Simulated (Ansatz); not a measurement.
## SbHF (SMILES [F][SbH]): methods side by side

SbHF has 3 atoms, charge 0, and is taken as a doublet. As SMILES, `[F][SbH]`. The coordinates come from a PBE0-D4/def2-TZVP relaxation.

```xyz
3

F    -0.8262    1.1003   -0.3412
Sb   -0.3238   -0.7513   -0.2559
H     1.1390   -0.4137    0.5838
```

Each level gives the energy change with the Sb2–H3 bond stretched from 1.720 to 2.150 Å (eV). The values are calculated.

```csv
level,kind,program,value (eV),less FCI/STO-3G,CPU time (all runs)
USVWN5/STO-3G,LDA,Ansatz,1.07,+0.01,2.4 s
U-revPBE/STO-3G,GGA,Ansatz,0.97,-0.09,4.3 s
U-r2SCAN0/STO-3G,hybrid meta-GGA,Ansatz,1.27,+0.21,13 s
UCAM-B3LYP/STO-3G,range-separated hybrid,Ansatz,1.29,+0.23,5.6 s
UHSE06/STO-3G,range-separated hybrid,Ansatz,1.19,+0.13,5.7 s
RPA@PBE/STO-3G,RPA,Ansatz,1.05,-0.01,4.9 s
UMP2/STO-3G,perturbation theory,Ansatz,1.47,+0.41,2 s
UCCSDT(Q)/STO-3G,coupled cluster or CI,Ansatz,1.05,-0.01,3.1 s
FCI/STO-3G,exact in the basis,Ansatz,1.06,0.00,1.9 s
```

FCI/STO-3G is exact within its basis and frozen core, so for wave-function methods in that basis the difference is their error; functionals converge differently with the basis, so for them it is only a difference. All-electron rows without a relativistic Hamiltonian named are non-relativistic. The first shape isn't each level's own minimum. The values span 0.97 to 1.47 eV. Spin contamination of the reference (⟨S²⟩ at least 0.1 too high) touches UMP2/STO-3G, UCCSDT(Q)/STO-3G. All rows use very small basis sets, so none should be taken for the real molecule's value. In the correlated wave-function rows the outer d shell of Sb is correlated, in sets not made for it. Times are those of the runs behind each value, whatever else they computed, on shared processors of several kinds: orders of magnitude only.

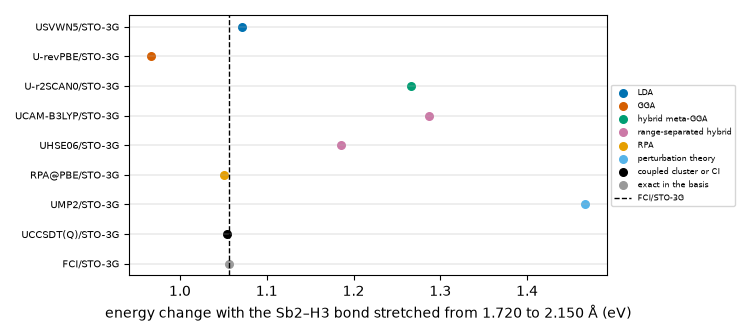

The values of the table, level by level.
